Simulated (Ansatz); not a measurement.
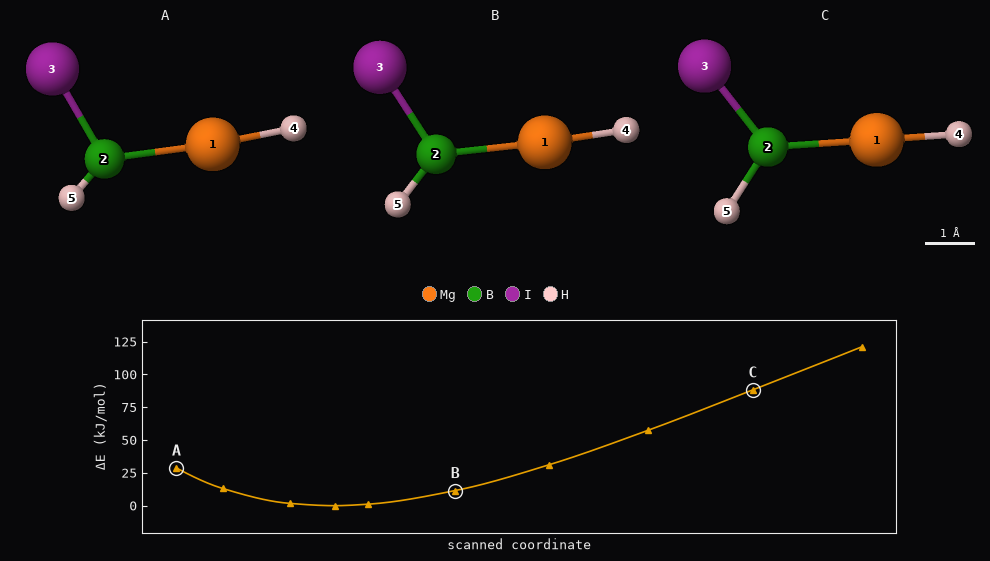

Frames of a one-coordinate scan of MgBH₂I. A ball-and-stick model, seen face on.

Single-point energies from Ansatz with CCSD(T) in the def2-TZVPP basis, on geometries relaxed under the constraint at PBE0-D4/def2-TZVP. Coupled cluster with a frozen core. Elements past krypton carry the basis set's effective core potentials. Energies are counted from the PBE0-D4/def2-TZVP minimum geometry at the same level.

Which coordinate changes from frame to frame?

The B2–H5 distance is varied, with all other coordinates relaxed. In the frames the distance is 1.053 Å (A), 1.306 Å (B), 1.576 Å (C). Of the computed points the lowest is at the distance 1.197 Å, 0.0 kJ/mol. At the ends of the scan the energy is 28.7 kJ/mol (1.053 Å) and 121.1 kJ/mol (1.675 Å). The curvature at the lowest point is about 23 eV/Å² (3.7 mdyn/Å). The well is steeper on the short side, as for any bond.
